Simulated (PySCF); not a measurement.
## CF$_{3}$S: property calculation (part 2 of 2)

Continued. System: CF$_{3}$S, multiplicity 2. Method: TPSS/pc-2, UKS, COSMO solvent aniline (PySCF 2.14.0). The geometry was optimised with HCTH147/ANO-RCC-VDZ.

Geometry of the input (Å):
```
F  0.1838  0.0589  1.4491
C  -0.0016  -0.0506  0.0660
F  -1.2844  -0.5782  -0.1213
F  0.9230  -0.9896  -0.4192
S  0.2658  1.5726  -0.8405
```

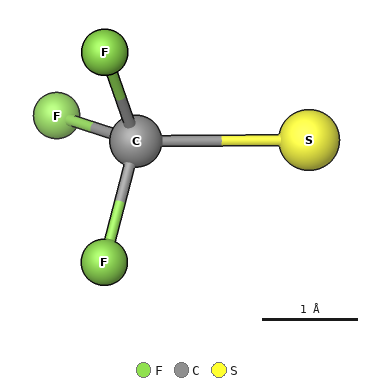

Figure 1. The structure as given in the input (ball-and-stick view, seen at a tilt).

Log, continued
```
MO #105 energy= 3.68499607859774   | 3.692053550112     occ= 0 | 0
MO #106 energy= 3.95311078103045   | 3.95457798391156   occ= 0 | 0
MO #107 energy= 3.96713463301671   | 3.96780000600632   occ= 0 | 0
MO #108 energy= 3.98265111658145   | 3.99423787535588   occ= 0 | 0
MO #109 energy= 4.02406628138724   | 4.02696496564294   occ= 0 | 0
MO #110 energy= 4.03777009837694   | 4.04272954409103   occ= 0 | 0
MO #111 energy= 4.18145078920778   | 4.18383889530319   occ= 0 | 0
MO #112 energy= 4.1987561009975    | 4.20204750882719   occ= 0 | 0
MO #113 energy= 4.31959131769309   | 4.32105458933283   occ= 0 | 0
MO #114 energy= 4.32183783953915   | 4.32237695423512   occ= 0 | 0
MO #115 energy= 4.32513445017759   | 4.32547847641593   occ= 0 | 0
MO #116 energy= 4.32766453356374   | 4.3291319542116    occ= 0 | 0
MO #117 energy= 4.33145257303403   | 4.33189412356817   occ= 0 | 0
MO #118 energy= 4.33176852955284   | 4.33211216117299   occ= 0 | 0
MO #119 energy= 4.34790975410087   | 4.34830003510506   occ= 0 | 0
MO #120 energy= 4.40990813431738   | 4.41298568475343   occ= 0 | 0
MO #121 energy= 4.49255893904574   | 4.49421755992053   occ= 0 | 0
MO #122 energy= 4.50999074770125   | 4.51342529390394   occ= 0 | 0
MO #123 energy= 4.66257455527529   | 4.66425841963283   occ= 0 | 0
MO #124 energy= 4.66341392953027   | 4.66487344020173   occ= 0 | 0
MO #125 energy= 4.79879631401483   | 4.8002467401494    occ= 0 | 0
MO #126 energy= 5.06494195615358   | 5.07299140158861   occ= 0 | 0
MO #127 energy= 5.1746558012404    | 5.17610291921775   occ= 0 | 0
MO #128 energy= 5.18637844140842   | 5.18846272617494   occ= 0 | 0
MO #129 energy= 5.2383042169346    | 5.2402756362069    occ= 0 | 0
MO #130 energy= 5.41197749144506   | 5.41353908484669   occ= 0 | 0
MO #131 energy= 5.41240444979727   | 5.41376235888664   occ= 0 | 0
MO #132 energy= 5.5255104169979    | 5.52707957184963   occ= 0 | 0
MO #133 energy= 5.53431799549883   | 5.53619048403909   occ= 0 | 0
MO #134 energy= 5.54549106854285   | 5.546570724966     occ= 0 | 0
MO #135 energy= 7.43488100655156   | 7.43657009382777   occ= 0 | 0
MO #136 energy= 7.4405295277672    | 7.44144741505121   occ= 0 | 0
MO #137 energy= 7.46089933978935   | 7.46238726445933   occ= 0 | 0
MO #138 energy= 7.48054085693834   | 7.48220843457248   occ= 0 | 0
MO #139 energy= 7.48696945112505   | 7.48787532277695   occ= 0 | 0
MO #140 energy= 7.48725175929102   | 7.48853234828727   occ= 0 | 0
MO #141 energy= 7.76779781593709   | 7.76865891388194   occ= 0 | 0
MO #142 energy= 7.84302817191556   | 7.8452852916594    occ= 0 | 0
MO #143 energy= 7.84782618251902   | 7.84853310393184   occ= 0 | 0
MO #144 energy= 7.89460400390105   | 7.89567656847257   occ= 0 | 0
MO #145 energy= 7.98223056752473   | 7.98351061697514   occ= 0 | 0
MO #146 energy= 8.0392515118057    | 8.04079633415897   occ= 0 | 0
MO #147 energy= 8.0423175824648    | 8.04262479135209   occ= 0 | 0
MO #148 energy= 8.11052892082977   | 8.11166376024723   occ= 0 | 0
MO #149 energy= 8.13506551462229   | 8.13622693856339   occ= 0 | 0
MO #150 energy= 11.2323379226856   | 11.2351719837622   occ= 0 | 0
MO #151 energy= 15.0760070280203   | 15.077872854457    occ= 0 | 0
MO #152 energy= 15.1423732284474   | 15.1431661436866   occ= 0 | 0
MO #153 energy= 15.8677130345158   | 15.8688327360007   occ= 0 | 0
MO #154 energy= 18.2966442440035   | 18.3136014864277   occ= 0 | 0

To work with the spin densities directly, `use mulliken_meta_spin()` only printing them here.

 ** Mulliken spin pop alpha/beta on meta-lowdin orthogonal AOs **
 ** Mulliken Spin Density (per AO)  **
spin_pop of  0 F 1s       -0.00000
spin_pop of  0 F 2s        0.00009
spin_pop of  0 F 3s       -0.00001
spin_pop of  0 F 4s       -0.00000
spin_pop of  0 F 2px       0.00180
spin_pop of  0 F 2py       0.00280
spin_pop of  0 F 2pz       0.00009
spin_pop of  0 F 3px       0.00001
spin_pop of  0 F 3py      -0.00006
spin_pop of  0 F 3pz      -0.00000
spin_pop of  0 F 4px       0.00000
spin_pop of  0 F 4py      -0.00000
spin_pop of  0 F 4pz       0.00000
spin_pop of  0 F 3dxy      0.00000
spin_pop of  0 F 3dyz     -0.00000
spin_pop of  0 F 3dz^2    -0.00000
spin_pop of  0 F 3dxz     -0.00000
spin_pop of  0 F 3dx2-y2    0.00000
spin_pop of  0 F 4dxy     -0.00000
spin_pop of  0 F 4dyz     -0.00000
spin_pop of  0 F 4dz^2    -0.00000
spin_pop of  0 F 4dxz     -0.00000
spin_pop of  0 F 4dx2-y2   -0.00000
spin_pop of  0 F 4f-3     -0.00000
spin_pop of  0 F 4f-2      0.00000
spin_pop of  0 F 4f-1     -0.00000
spin_pop of  0 F 4f+0     -0.00000
spin_pop of  0 F 4f+1     -0.00000
spin_pop of  0 F 4f+2      0.00000
spin_pop of  0 F 4f+3      0.00000
spin_pop of  1 C 1s        0.00000
spin_pop of  1 C 2s       -0.00632
spin_pop of  1 C 3s       -0.00009
spin_pop of  1 C 4s       -0.00000
spin_pop of  1 C 2px       0.00132
spin_pop of  1 C 2py      -0.00894
spin_pop of  1 C 2pz      -0.00222
spin_pop of  1 C 3px      -0.00004
spin_pop of  1 C 3py      -0.00017
spin_pop of  1 C 3pz      -0.00006
spin_pop of  1 C 4px       0.00009
spin_pop of  1 C 4py       0.00002
spin_pop of  1 C 4pz       0.00005
spin_pop of  1 C 3dxy      0.00015
spin_pop of  1 C 3dyz     -0.00009
spin_pop of  1 C 3dz^2     0.00006
spin_pop of  1 C 3dxz      0.00003
spin_pop of  1 C 3dx2-y2   -0.00004
spin_pop of  1 C 4dxy      0.00000
spin_pop of  1 C 4dyz      0.00001
spin_pop of  1 C 4dz^2     0.00000
spin_pop of  1 C 4dxz      0.00000
spin_pop of  1 C 4dx2-y2    0.00001
spin_pop of  1 C 4f-3      0.00000
spin_pop of  1 C 4f-2      0.00001
spin_pop of  1 C 4f-1      0.00001
spin_pop of  1 C 4f+0     -0.00000
spin_pop of  1 C 4f+1      0.00000
spin_pop of  1 C 4f+2     -0.00001
spin_pop of  1 C 4f+3      0.00001
spin_pop of  2 F 1s       -0.00000
spin_pop of  2 F 2s        0.00007
spin_pop of  2 F 3s       -0.00001
spin_pop of  2 F 4s       -0.00000
spin_pop of  2 F 2px      -0.00049
spin_pop of  2 F 2py       0.00507
spin_pop of  2 F 2pz      -0.00017
spin_pop of  2 F 3px      -0.00000
spin_pop of  2 F 3py      -0.00004
spin_pop of  2 F 3pz      -0.00000
spin_pop of  2 F 4px      -0.00000
spin_pop of  2 F 4py      -0.00000
spin_pop of  2 F 4pz       0.00000
spin_pop of  2 F 3dxy      0.00000
spin_pop of  2 F 3dyz     -0.00000
spin_pop of  2 F 3dz^2    -0.00000
spin_pop of  2 F 3dxz      0.00000
spin_pop of  2 F 3dx2-y2   -0.00000
spin_pop of  2 F 4dxy     -0.00000
spin_pop of  2 F 4dyz     -0.00000
spin_pop of  2 F 4dz^2    -0.00000
spin_pop of  2 F 4dxz      0.00000
spin_pop of  2 F 4dx2-y2    0.00000
spin_pop of  2 F 4f-3     -0.00000
spin_pop of  2 F 4f-2     -0.00000
spin_pop of  2 F 4f-1      0.00000
spin_pop of  2 F 4f+0      0.00000
spin_pop of  2 F 4f+1     -0.00000
spin_pop of  2 F 4f+2     -0.00000
spin_pop of  2 F 4f+3     -0.00000
spin_pop of  3 F 1s       -0.00000
spin_pop of  3 F 2s        0.00100
spin_pop of  3 F 3s        0.00001
spin_pop of  3 F 4s       -0.00000
spin_pop of  3 F 2px      -0.00023
spin_pop of  3 F 2py       0.02045
spin_pop of  3 F 2pz       0.00250
spin_pop of  3 F 3px      -0.00001
spin_pop of  3 F 3py      -0.00007
spin_pop of  3 F 3pz      -0.00005
spin_pop of  3 F 4px       0.00000
spin_pop of  3 F 4py       0.00000
spin_pop of  3 F 4pz      -0.00000
spin_pop of  3 F 3dxy      0.00001
spin_pop of  3 F 3dyz      0.00001
spin_pop of  3 F 3dz^2    -0.00000
spin_pop of  3 F 3dxz     -0.00000
spin_pop of  3 F 3dx2-y2   -0.00000
spin_pop of  3 F 4dxy     -0.00000
spin_pop of  3 F 4dyz      0.00000
spin_pop of  3 F 4dz^2    -0.00000
spin_pop of  3 F 4dxz      0.00000
spin_pop of  3 F 4dx2-y2    0.00000
spin_pop of  3 F 4f-3      0.00000
spin_pop of  3 F 4f-2     -0.00000
spin_pop of  3 F 4f-1     -0.00000
spin_pop of  3 F 4f+0      0.00000
spin_pop of  3 F 4f+1      0.00000
spin_pop of  3 F 4f+2     -0.00000
spin_pop of  3 F 4f+3      0.00000
spin_pop of  4 S 1s       -0.00000
spin_pop of  4 S 2s        0.00000
spin_pop of  4 S 3s        0.01016
spin_pop of  4 S 4s       -0.00016
spin_pop of  4 S 5s       -0.00001
spin_pop of  4 S 2px       0.00007
spin_pop of  4 S 2py       0.00002
spin_pop of  4 S 2pz       0.00003
spin_pop of  4 S 3px       0.51481
spin_pop of  4 S 3py       0.18897
spin_pop of  4 S 3pz       0.26515
spin_pop of  4 S 4px       0.00092
spin_pop of  4 S 4py       0.00065
spin_pop of  4 S 4pz       0.00057
spin_pop of  4 S 5px       0.00002
spin_pop of  4 S 5py      -0.00001
spin_pop of  4 S 5pz       0.00000
spin_pop of  4 S 3dxy      0.00061
spin_pop of  4 S 3dyz      0.00034
spin_pop of  4 S 3dz^2     0.00025
spin_pop of  4 S 3dxz      0.00059
spin_pop of  4 S 3dx2-y2    0.00034
spin_pop of  4 S 4dxy      0.00005
spin_pop of  4 S 4dyz      0.00004
spin_pop of  4 S 4dz^2     0.00001
spin_pop of  4 S 4dxz      0.00004
spin_pop of  4 S 4dx2-y2    0.00003
spin_pop of  4 S 4f-3     -0.00001
spin_pop of  4 S 4f-2      0.00007
spin_pop of  4 S 4f-1     -0.00006
spin_pop of  4 S 4f+0      0.00002
spin_pop of  4 S 4f+1      0.00011
spin_pop of  4 S 4f+2     -0.00004
spin_pop of  4 S 4f+3     -0.00007
 ** Mulliken Spin Density (per atom)  **
spin density of  0 F =      0.00470
spin density of  1 C =     -0.01623
spin density of  2 F =      0.00442
spin density of  3 F =      0.02362
spin density of  4 S =      0.98349
 ** Mulliken pop alpha/beta on meta-lowdin orthogonal AOs **
 ** Mulliken pop       alpha | beta **
pop of  0 F 1s        0.99999 | 0.99999
pop of  0 F 2s        0.93526 | 0.93518
pop of  0 F 3s        0.00207 | 0.00208
pop of  0 F 4s        0.00013 | 0.00013
pop of  0 F 2px       0.96177 | 0.95998
pop of  0 F 2py       0.96655 | 0.96375
pop of  0 F 2pz       0.75471 | 0.75462
pop of  0 F 3px       0.00140 | 0.00139
pop of  0 F 3py       0.00175 | 0.00181
pop of  0 F 3pz       0.00065 | 0.00066
pop of  0 F 4px       0.00011 | 0.00011
pop of  0 F 4py       0.00010 | 0.00010
pop of  0 F 4pz       0.00016 | 0.00016
pop of  0 F 3dxy      0.00004 | 0.00004
pop of  0 F 3dyz      0.00067 | 0.00067
pop of  0 F 3dz^2     0.00195 | 0.00196
pop of  0 F 3dxz      0.00073 | 0.00073
pop of  0 F 3dx2-y2    0.00004 | 0.00004
pop of  0 F 4dxy      0.00001 | 0.00001
pop of  0 F 4dyz      0.00009 | 0.00010
pop of  0 F 4dz^2     0.00028 | 0.00028
pop of  0 F 4dxz      0.00010 | 0.00010
pop of  0 F 4dx2-y2    0.00001 | 0.00001
pop of  0 F 4f-3      0.00000 | 0.00000
pop of  0 F 4f-2      0.00001 | 0.00001
pop of  0 F 4f-1      0.00010 | 0.00010
pop of  0 F 4f+0      0.00027 | 0.00028
pop of  0 F 4f+1      0.00011 | 0.00011
pop of  0 F 4f+2      0.00001 | 0.00001
pop of  0 F 4f+3      0.00000 | 0.00000
pop of  1 C 1s        0.99998 | 0.99998
pop of  1 C 2s        0.47980 | 0.48612
pop of  1 C 3s        0.00711 | 0.00721
pop of  1 C 4s        0.00021 | 0.00021
pop of  1 C 2px       0.34458 | 0.34327
pop of  1 C 2py       0.42589 | 0.43483
pop of  1 C 2pz       0.36727 | 0.36950
pop of  1 C 3px       0.00610 | 0.00615
pop of  1 C 3py       0.00502 | 0.00519
pop of  1 C 3pz       0.00587 | 0.00593
pop of  1 C 4px       0.00028 | 0.00019
pop of  1 C 4py       0.00078 | 0.00076
pop of  1 C 4pz       0.00042 | 0.00036
pop of  1 C 3dxy      0.00239 | 0.00224
pop of  1 C 3dyz      0.00329 | 0.00338
pop of  1 C 3dz^2     0.00230 | 0.00224
pop of  1 C 3dxz      0.00298 | 0.00294
pop of  1 C 3dx2-y2    0.00307 | 0.00311
pop of  1 C 4dxy      0.00011 | 0.00011
pop of  1 C 4dyz      0.00008 | 0.00007
pop of  1 C 4dz^2     0.00015 | 0.00015
pop of  1 C 4dxz      0.00005 | 0.00005
pop of  1 C 4dx2-y2    0.00008 | 0.00008
pop of  1 C 4f-3      0.00018 | 0.00018
pop of  1 C 4f-2      0.00006 | 0.00006
pop of  1 C 4f-1      0.00014 | 0.00013
pop of  1 C 4f+0      0.00023 | 0.00024
pop of  1 C 4f+1      0.00014 | 0.00014
pop of  1 C 4f+2      0.00008 | 0.00009
pop of  1 C 4f+3      0.00015 | 0.00014
pop of  2 F 1s        0.99999 | 0.99999
pop of  2 F 2s        0.93524 | 0.93517
pop of  2 F 3s        0.00208 | 0.00208
pop of  2 F 4s        0.00013 | 0.00013
pop of  2 F 2px       0.78631 | 0.78680
pop of  2 F 2py       0.93319 | 0.92811
pop of  2 F 2pz       0.96345 | 0.96362
pop of  2 F 3px       0.00087 | 0.00088
pop of  2 F 3py       0.00139 | 0.00144
pop of  2 F 3pz       0.00154 | 0.00154
pop of  2 F 4px       0.00016 | 0.00016
pop of  2 F 4py       0.00010 | 0.00010
pop of  2 F 4pz       0.00011 | 0.00011
pop of  2 F 3dxy      0.00104 | 0.00104
pop of  2 F 3dyz      0.00014 | 0.00014
pop of  2 F 3dz^2     0.00051 | 0.00051
pop of  2 F 3dxz      0.00063 | 0.00063
pop of  2 F 3dx2-y2    0.00111 | 0.00112
pop of  2 F 4dxy      0.00015 | 0.00015
pop of  2 F 4dyz      0.00002 | 0.00002
pop of  2 F 4dz^2     0.00008 | 0.00008
pop of  2 F 4dxz      0.00009 | 0.00009
pop of  2 F 4dx2-y2    0.00016 | 0.00016
pop of  2 F 4f-3      0.00016 | 0.00016
pop of  2 F 4f-2      0.00004 | 0.00004
pop of  2 F 4f-1      0.00002 | 0.00002
pop of  2 F 4f+0      0.00004 | 0.00004
pop of  2 F 4f+1      0.00010 | 0.00010
pop of  2 F 4f+2      0.00004 | 0.00004
pop of  2 F 4f+3      0.00010 | 0.00010
pop of  3 F 1s        0.99999 | 0.99999
pop of  3 F 2s        0.93654 | 0.93553
pop of  3 F 3s        0.00202 | 0.00200
pop of  3 F 4s        0.00012 | 0.00012
pop of  3 F 2px       0.87472 | 0.87495
pop of  3 F 2py       0.87255 | 0.85210
pop of  3 F 2pz       0.94275 | 0.94025
pop of  3 F 3px       0.00120 | 0.00121
pop of  3 F 3py       0.00105 | 0.00112
pop of  3 F 3pz       0.00149 | 0.00155
pop of  3 F 4px       0.00014 | 0.00014
pop of  3 F 4py       0.00010 | 0.00010
pop of  3 F 4pz       0.00012 | 0.00012
pop of  3 F 3dxy      0.00125 | 0.00124
pop of  3 F 3dyz      0.00058 | 0.00057
pop of  3 F 3dz^2     0.00041 | 0.00042
pop of  3 F 3dxz      0.00056 | 0.00056
pop of  3 F 3dx2-y2    0.00059 | 0.00059
pop of  3 F 4dxy      0.00018 | 0.00018
pop of  3 F 4dyz      0.00008 | 0.00008
pop of  3 F 4dz^2     0.00006 | 0.00006
pop of  3 F 4dxz      0.00008 | 0.00008
pop of  3 F 4dx2-y2    0.00008 | 0.00008
pop of  3 F 4f-3      0.00010 | 0.00010
pop of  3 F 4f-2      0.00013 | 0.00013
pop of  3 F 4f-1      0.00004 | 0.00004
pop of  3 F 4f+0      0.00006 | 0.00006
pop of  3 F 4f+1      0.00004 | 0.00004
pop of  3 F 4f+2      0.00003 | 0.00003
pop of  3 F 4f+3      0.00010 | 0.00010
pop of  4 S 1s        1.00000 | 1.00000
pop of  4 S 2s        0.99985 | 0.99985
pop of  4 S 3s        0.95176 | 0.94160
pop of  4 S 4s        0.00180 | 0.00196
pop of  4 S 5s        0.00012 | 0.00013
pop of  4 S 2px       0.99996 | 0.99989
pop of  4 S 2py       0.99992 | 0.99990
pop of  4 S 2pz       0.99995 | 0.99992
pop of  4 S 3px       0.96193 | 0.44713
pop of  4 S 3py       0.64852 | 0.45955
pop of  4 S 3pz       0.86584 | 0.60069
pop of  4 S 4px       0.00166 | 0.00074
pop of  4 S 4py       0.00344 | 0.00280
pop of  4 S 4pz       0.00194 | 0.00138
pop of  4 S 5px       0.00005 | 0.00003
pop of  4 S 5py       0.00020 | 0.00022
pop of  4 S 5pz       0.00009 | 0.00009
pop of  4 S 3dxy      0.00139 | 0.00078
pop of  4 S 3dyz      0.00254 | 0.00221
pop of  4 S 3dz^2     0.00072 | 0.00047
pop of  4 S 3dxz      0.00090 | 0.00031
pop of  4 S 3dx2-y2    0.00188 | 0.00153
pop of  4 S 4dxy      0.00012 | 0.00007
pop of  4 S 4dyz      0.00031 | 0.00027
pop of  4 S 4dz^2     0.00006 | 0.00004
pop of  4 S 4dxz      0.00007 | 0.00003
pop of  4 S 4dx2-y2    0.00023 | 0.00020
pop of  4 S 4f-3      0.00008 | 0.00009
pop of  4 S 4f-2      0.00011 | 0.00004
pop of  4 S 4f-1      0.00006 | 0.00012
pop of  4 S 4f+0      0.00010 | 0.00008
pop of  4 S 4f+1      0.00012 | 0.00001
pop of  4 S 4f+2      0.00016 | 0.00020
pop of  4 S 4f+3      0.00004 | 0.00012
In total            25.00000 | 24.00000
 ** Mulliken atomic charges   ( Nelec_alpha | Nelec_beta ) **
charge of  0F =     -0.25351  (     4.62911      4.62441 )
charge of  1C =      0.66615  (     2.65881      2.67504 )
charge of  2F =     -0.25358  (     4.62900      4.62458 )
charge of  3F =     -0.25073  (     4.63717      4.61355 )
charge of  4S =      0.09167  (     8.44591      7.46242 )
Dipole moment(X, Y, Z, Debye):  0.18422,  1.31136, -0.70199
Traceless quadrupole moment (Debye*A):
```

Key numbers

- outcome: converged
- total energy: −735.993195 hartree
- solvation energy: −0.002236 hartree
- basis functions: 154
- ⟨S²⟩: 0.755
- dipole moment: 1.50 D
- hardware: 1 thread of Arm Neoverse V2, 24 GiB of memory available, shared host
- wall time: 70 s
- peak memory: 0.69 GiB

Remarks

The record of the run, not the program, notes: logged alpha LUMO and gap are faulty.
